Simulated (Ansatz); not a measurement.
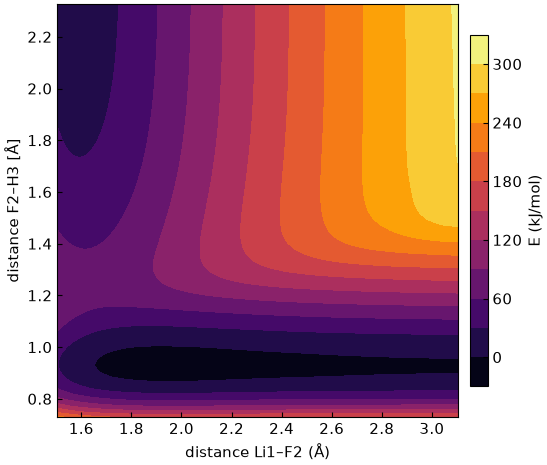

Energy landscape of the system Li + FH, spin multiplicity 2. Coordinates scanned: (1) distance Li1–F2; (2) distance F2–H3. Nothing is relaxed (the angle Li1–F2–H3 is fixed at 180 degrees). Grid: 17 × 17 points. All energies are given in kJ/mol relative to Li far from the relaxed FH (each part in its own basis). Theory: Ansatz 0.2.0, UHF-CCSD(T), frozen core/def2-TZVPD.

In the figure: filled contours. Between grid points the surface is interpolated. 

What does the map say about the system?

Answer. The lowest grid point is at distance Li1–F2 = 1.951 Å, distance F2–H3 = 0.910 Å, −12 kJ/mol from Li far from the relaxed FH (each part in its own basis). The energy also falls towards the edge at distance Li1–F2 = 1.611 Å, distance F2–H3 = 2.328 Å (27 kJ/mol above the lowest), where a further well may lie outside the range. The highest grid point, distance Li1–F2 = 3.104 Å, distance F2–H3 = 2.328 Å, lies 315 kJ/mol above the lowest.

Grid values (kJ/mol):

```tsv
distance F2–H3 ↓, distance Li1–F2 →	1.504	1.611	1.768	1.951	2.154	2.372	2.605	2.849	3.104
2.199	21	17	34	71	118	167	216	262	303
1.949	27	21	38	74	120	169	217	262	302
1.711	37	31	47	81	125	172	219	261	300
1.485	57	49	62	93	133	176	215	249	276
1.274	81	70	76	96	121	139	150	156	160
1.081	66	43	30	29	33	38	42	44	46
0.910	33	7	−8	−12	−10	−7	−4	−3	−2
0.772	135	109	93	89	91	93	95	96	96
```

The table holds every second grid line.

Time for the 289 points that were run: 22 min on 1 thread of AMD EPYC 9R45 96-Core Processor (Zen 5), with other jobs on the host.
